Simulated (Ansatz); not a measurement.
The parent structure is TiO₂ in the rutile structure (space group P4_2/mnm, No. 136; a = 4.548 Å, c = 2.917 Å). Axes: x, y, z lie along a, b, c of the conventional cell.

It is then changed as follows: biaxial strain +3.00 %, plane normal [001], relaxed out of plane (Cartesian); in-plane vectors clamped, the third vector and the atoms free.

Calculations: Kohn–Sham DFT with the LDA functional, run in Ansatz (a first-principles code) with PAW and 420 eV plane waves, spin-orbit coupling left out.

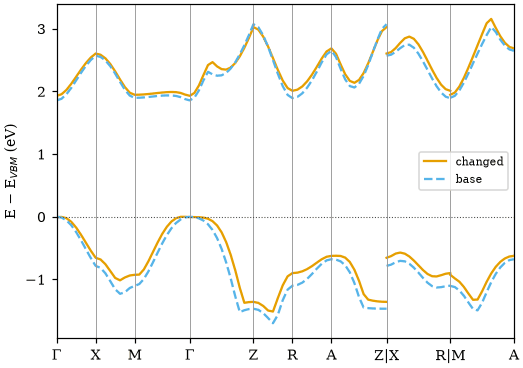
Figure. Highest valence and lowest conduction band along the path, each from its own valence-band maximum

Problem. From the figure, how large is the changed gap, and is it direct?

Solution. About 1.9 eV, direct at Γ.

Whether these cells are dynamically stable was not tested. All final runs are without spin polarisation.
